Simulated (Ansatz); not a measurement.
**BH$_{3}$O$_{2}$S···HF: density, localisation and related maps**

Input file:

```
crystal:
  periodic: [false, false, false]
  atoms:
    - { symbol: B, position_ang: [-0.030406, 0.575911, -0.15195] }
    - { symbol: F, position_ang: [-0.149728, -0.554794, 2.10573] }
    - { symbol: O, position_ang: [1.201456, 0.039618, -0.382145] }
    - { symbol: H, position_ang: [1.180792, -0.89358, -0.637839] }
    - { symbol: O, position_ang: [-1.246572, 0.07364, -0.507894] }
    - { symbol: H, position_ang: [-1.22099, -0.852529, -0.786282] }
    - { symbol: S, position_ang: [-0.089763, 2.300924, 0.584557] }
    - { symbol: H, position_ang: [1.246872, 2.420469, 0.722227] }
    - { symbol: H, position_ang: [-0.302261, 0.349141, 2.284195] }
basis:
  gaussian: { orbitals: "6-31G*" }
hamiltonian:
  xc: b3lyp
  dispersion: d4
relax:
  f_tol: 0.03
  max_steps: 50
output:
  orbitals: {}
```

Run with:

```sh
ansatz run input.yaml --threads 2 --pin off --max-ram 3072MiB --backend cpu --events-out ev --progress --plain --runs-dir out
```

The fields are those of the run's last geometry, not of the input's.

Method: Ansatz 0.2.0, RKS B3LYP-D4/6-31G*.

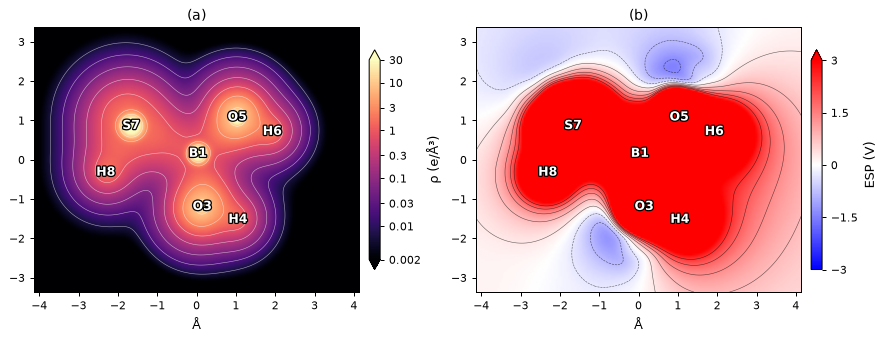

Figure 1. (a) total electron density; (b) molecular electrostatic potential on the plane of atoms B1, O5 and H6.

What do the fields say about this system?

Answer.
- The plane passes through B, O, H and S nuclei.
- B–O (1.36 Å): ρ at the midpoint is about 2.1 e/Å³.
- B–S (1.85 Å): the density is about 1.2 e/Å³ at the midpoint.
- O–H (0.97 Å): ρ at the midpoint is about 3.6 e/Å³.
- S–H (1.35 Å): the density is about 1.4 e/Å³ at the midpoint.
- Outside the dense part of the complex the potential is most negative (−1.5 V) near O5.

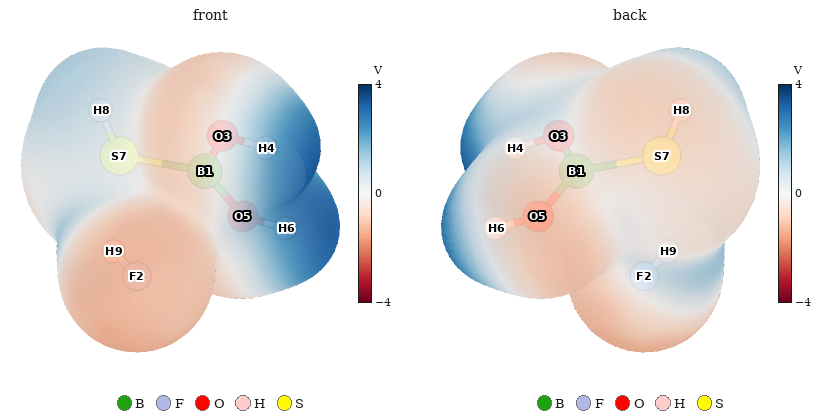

Figure 2. The electrostatic potential painted on the density surface at 0.002 e/bohr³, seen from the front and from behind; red is negative and blue positive.

Where is the surface potential most negative and most positive?

Answer. The most negative region (about −1.4 V) lies over F2, the most positive (about +3.3 V) over H4 and H6.
